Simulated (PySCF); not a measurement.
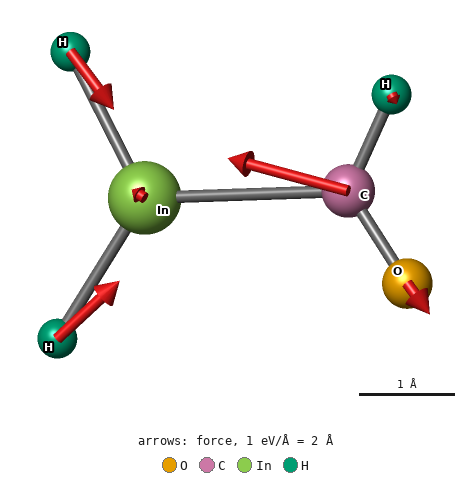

Starting geometry of CH3InO with the computed forces as red arrows. Style: ball-and-stick. Shown at a tilt.

All numbers below come from PySCF, RKS PBE0-D4/def2-TZVP, density fitting. 

### Is this structure relaxed? If not, where do the atoms go?

It isn't relaxed: the largest force vector, on the C atom, is 0.71 eV/Å. The final displacements follow the starting forces only in part (cosine between the two patterns 0.45). The largest move after the best rigid fit is that of an H atom, 0.19 Å. By element the largest moves are H 0.19 Å, O 0.13 Å, C 0.07 Å, In 0.05 Å. Near-neighbour distances that change, for instance: C–In 2.308 → 2.240 Å, H–In 1.774 → 1.731 Å, C–O 1.193 → 1.201 Å. Among the angles between lasting bonds that change: C–In–H 124.7° → 117.1°, H–In–H 117.5° → 123.3°, In–C–H 116.7° → 120.2°. The energy falls by 1.23 kcal/mol in 7 geometry steps. The run took 62 s on 2 threads of Intel Xeon @ 2.60GHz, on a shared host.
